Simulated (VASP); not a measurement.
# SnAs: structure and properties in VASP, part 2 of 2

How well does r2SCAN + rVV10 reproduce what experiment finds for SnAs? The cell is relaxed first, and properties follow on it. Left out of this account: 1 further run (core levels: core levels are not valid at this level). The start is a computed cell from the Materials Project.

VASP 6.6.1, plane waves and PAW; the level of theory is named at each step.

Still holding for the runs below: This run has no spin polarisation. Its electron count is odd, so without a moment it is a metal by construction.

So far. Step 6 (Density of states (r2SCAN + rVV10)): The finer mesh and the other smearing move the Fermi level by +0.08 eV from the 8×8×8 run, one measure of the sampling error in the zero of the bands above. Of the states within 0.3 eV of the Fermi level, the largest shares in the PAW spheres are As p 23 %, Sn p 16 % and Sn s 14 %. The rest lies in smaller channels or between the spheres. The relaxed cell has a = 5.734 Å (conventional setting).

### Step 8. Bands along the symmetry lines (r2SCAN + rVV10 + SOC)

This step: r2SCAN with rVV10, spin-orbit coupling; plane waves and PAW (Sn_d, As) (VASP 6.6.1).

Levels along the symmetry lines show where the bands peak and cross; KPOINTS_OPT computes them in the converged potential. Spin-orbit coupling needs spinors and the noncollinear program, where each band holds one electron.

The input, INCAR:

```
SYSTEM = SnAs
PREC = Accurate
ENCUT = 400
EDIFF = 1E-06
NELM = 100
ISMEAR = 0
SIGMA = 0.05
LREAL = .FALSE.
ALGO = Normal
METAGGA = R2SCAN
LUSE_VDW = .TRUE.
IVDW_NL = 2
BPARAM = 11.95
CPARAM = 0.0093
LASPH = .TRUE.
LNONCOLLINEAR = .TRUE.
MAGMOM = 0 0 0 0 0 0
NBANDS = 30
GGA_COMPAT = .FALSE.
LSORBIT = .TRUE.
LORBIT = 11
LWAVE = .FALSE.
LCHARG = .FALSE.
KPAR = 2
```

The input, POSCAR:

```
SnAs
1.0
    0.0000000000      2.8671404637      2.8671404637
    2.8671404637      0.0000000000      2.8671404637
    2.8671404637      2.8671404637      0.0000000000
Sn As
1 1
Direct
    0.5000000000      0.5000000000      0.5000000000
    0.0000000000      0.0000000000      0.0000000000
```

The input, KPOINTS:

```
Automatic mesh
0
Gamma
7 7 7
0 0 0
```

The input, KPOINTS_OPT:

```
Line mode
16
Line-mode
Reciprocal
  0.00000000   0.00000000   0.00000000 GAMMA
  0.50000000   0.00000000   0.50000000 X

  0.50000000   0.00000000   0.50000000 X
  0.50000000   0.25000000   0.75000000 W

  0.50000000   0.25000000   0.75000000 W
  0.37500000   0.37500000   0.75000000 K

  0.37500000   0.37500000   0.75000000 K
  0.00000000   0.00000000   0.00000000 GAMMA

  0.00000000   0.00000000   0.00000000 GAMMA
  0.50000000   0.50000000   0.50000000 L

  0.50000000   0.50000000   0.50000000 L
  0.62500000   0.25000000   0.62500000 U

  0.62500000   0.25000000   0.62500000 U
  0.50000000   0.25000000   0.75000000 W

  0.50000000   0.25000000   0.75000000 W
  0.50000000   0.50000000   0.50000000 L

  0.50000000   0.50000000   0.50000000 L
  0.37500000   0.37500000   0.75000000 K

  0.62500000   0.25000000   0.62500000 U
  0.50000000   0.00000000   0.50000000 X
```

Potentials, in the order of the species: Sn_d and As (PBE family, release 64).

Command:

```sh
mpirun -np 2 vasp_ncl
```

It took 22 min on 2 MPI ranks of AMD EPYC 7R43, shared host; peak memory 0.76 GiB; 44 min of CPU time.

Numbers from this step:

```yaml
scf_cycles: 13
bands: 30
irreducible_k_points: 20
free_energy_toten: -39.12 eV
energy_at_zero_smearing: -39.12 eV
fermi_energy: 7.004 eV
pressure: -0.01709 GPa
```

On-site spin-orbit energy by atom:

| atom | on-site spin-orbit energy (eV) |
| --- | --- |
| Sn1 | -0.0906 |
| As2 | -0.0255 |

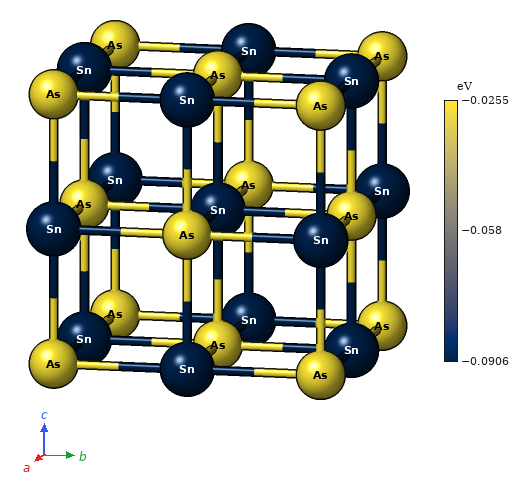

Atoms coloured by on-site spin-orbit energy. Some periodic images of atoms are drawn too.

The electronic bands at the labelled points (eV, zero at the Fermi level; # counts the bands kept):

```
    point     #3     #4     #5     #6     #7     #8    #9   #10
        Γ  -1.67  -1.67  -1.24  -1.24  -1.24  -1.24  5.17  5.17
        X  -5.74  -5.74  -3.76  -3.76  -3.51  -3.51  2.95  2.95
        W  -5.19  -5.19  -5.14  -5.14   0.79   0.79  2.22  2.22
        K  -5.65  -5.65  -2.98  -2.98  -1.93  -1.93  4.74  4.74
        Γ  -1.67  -1.67  -1.24  -1.24  -1.24  -1.24  5.17  5.17
        L  -0.96  -0.96  -0.78  -0.78   0.89   0.89  1.30  1.30
        U  -5.65  -5.65  -2.98  -2.98  -1.93  -1.93  4.74  4.74
        W  -5.19  -5.19  -5.14  -5.14   0.79   0.79  2.22  2.22
        L  -0.96  -0.96  -0.78  -0.78   0.89   0.89  1.30  1.30
        K  -5.65  -5.65  -2.98  -2.98  -1.93  -1.93  4.74  4.74
jump to U  -5.65  -5.65  -2.98  -2.98  -1.93  -1.93  4.74  4.74
        X  -5.74  -5.74  -3.76  -3.76  -3.51  -3.51  2.95  2.95
```

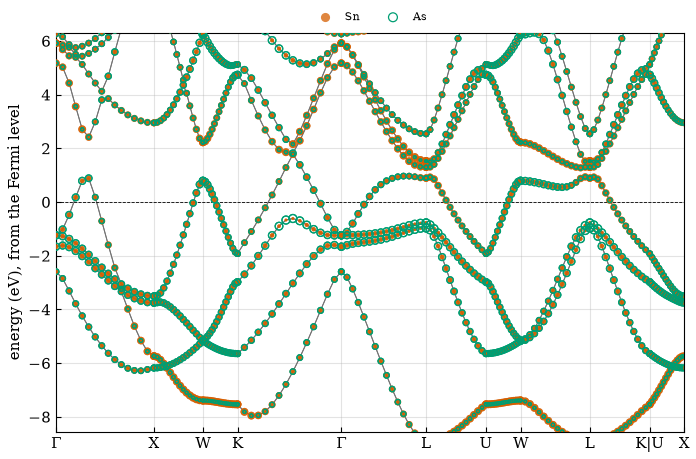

Electronic bands along the path; dots are coloured as in the legend, and their area grows with the weight.

There is no gap at this level.

### Step 9. What came out

```yaml
relaxed_volume: 23.57 Å³/atom
relaxed_conventional_cell_a_b_c: 5.734, 5.734, 5.734 Å
space_group_after_relaxing_within_0p02_a: Fm-3m (No. 225)
band_gap: none, a metal
dos_at_the_fermi_level: 0.715 states/eV/cell
highest_zone_centre_mode: 86.8 cm⁻¹
band_gap_r2scan_rvv10_soc: none, a metal
```

**Reading.** With r2SCAN + rVV10, SnAs relaxes to 23.57 Å³/atom in space group Fm-3m (held by the symmetry of the run) and comes out as a metal. Band structure (r2SCAN + rVV10): Of the bands kept, 1 crosses the Fermi level on this path. Zone-centre phonons (r2SCAN + rVV10): The highest mode in this list at Γ, 86.8 cm⁻¹, has its largest share on As (60 % of the kinetic energy). Bands along the symmetry lines (r2SCAN + rVV10 + SOC): Of the bands kept, 2 cross the Fermi level on this path (spinor bands, one electron each). The k-sampling is coarse for a metal, so the Fermi level, pressures and the shape of the cell carry errors. With an odd electron count and no spin the cell is a metal by construction. Modes at Γ alone can't show that the crystal is stable at other wave vectors. No search among competing phases was made, and a listed structure need not be the one stable at ambient conditions. All values are for a static lattice at zero temperature.

Computed beside measured:

| quantity | measured | r2SCAN with rVV10 |
| --- | --- | --- |
| lattice constant a (Å) | 5.721 | 5.734 (+0.2 %) |

Measured values from arxiv:2202.10664 (2022).

Verdict: The lattice constant a is off by +0.2 %: good agreement. The grades are ours: good and fair within 0.7 and 1.5 % for the lattice constant a. Zero-point motion and thermal expansion are not in the computed lattice constants.

[Lines on the potential files, build, host, timing and source positions are cut from VASP's logs without a mark.]

[Logs are printed without paths, hosts, clocks, repeated set-up lines and the standing remarks that a program may print on its own settings, such as how far it seeks lower states.]

[Hosts, paths, dates, database ids (printed as entryN), source tags and the programs' standing remarks are cut or masked in the printed files.]

[A measured line is paired with the nearest computed mode of its activity, which favours agreement.]
